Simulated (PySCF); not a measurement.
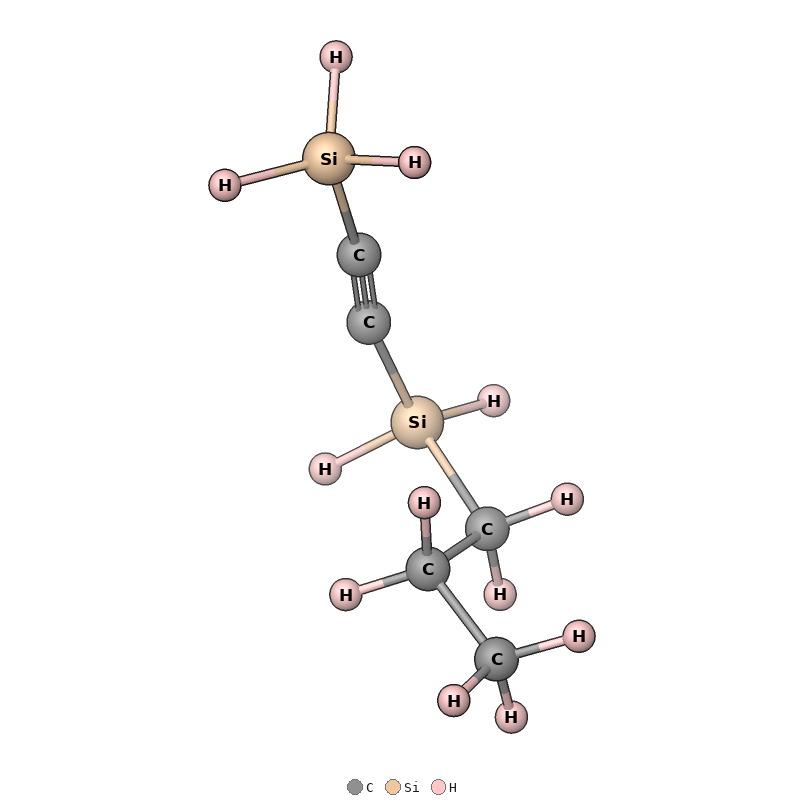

Orthographic view. Atoms fade into the background with distance from the viewer. Geometry: a frame of a GFN2-xTB molecular-dynamics simulation, not a minimum.

### Give the standard InChI.

InChI=1S/C5H12Si2/c1-2-4-7-5-3-6/h2,4,7H2,1,6H3
